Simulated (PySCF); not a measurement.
HBr

```xyz
2

H     0.0000    0.0000   -1.4041
Br    0.0000    0.0000    0.0179
```

Level of theory: PySCF 2.14.0, PBE0/def2-TZVPP, non-relativistic Hamiltonian with scalar-relativistic core potentials where named, at a bond length of 1.422 Å.

**What can the converged electron density and electron localisation function tell about the bonding?**

Br–H (1.42 Å): ρ is about 1.6 e/Å³ halfway; the ELF climbs to about 1 towards the hydrogen, as it does in any bond to H.

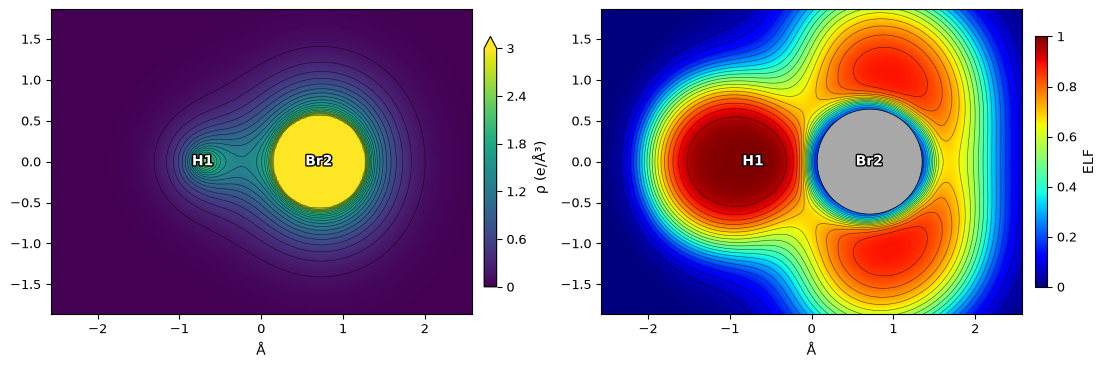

Computed electron density and electron localisation function on a plane that holds the molecular axis, in this order. Grey discs cover the atomic cores in the ELF map. 
